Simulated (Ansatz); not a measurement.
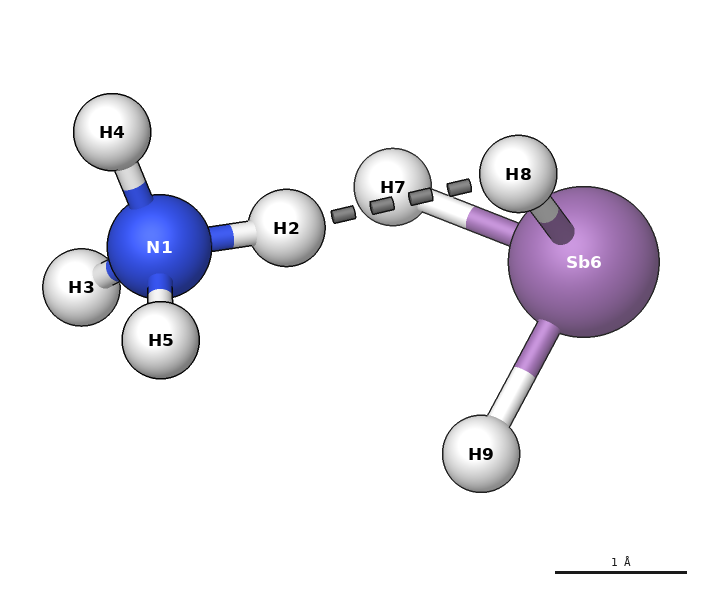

Two molecules or ions; the broken line marks their closest contact (measured against van der Waals radii). State: charge +1, singlet. Geometry: a pair of rigid molecules at a changed separation. Program: Ansatz 0.2.0.

> Which two species are they?

NH4 and SbH3 (`[NH4+].[SbH3]`).

> How long is the contact?

H2···H8 is 1.86 Å.

Give the counterpoise-corrected interaction energy (kJ/mol, monomers kept as in the pair) with RHF-CCSD(T) (frozen core)/def2-TZVPPD.

```csv
level,interaction energy (kJ/mol)
RHF-CCSD(T) (frozen core)/def2-TZVPPD,−41.0
```
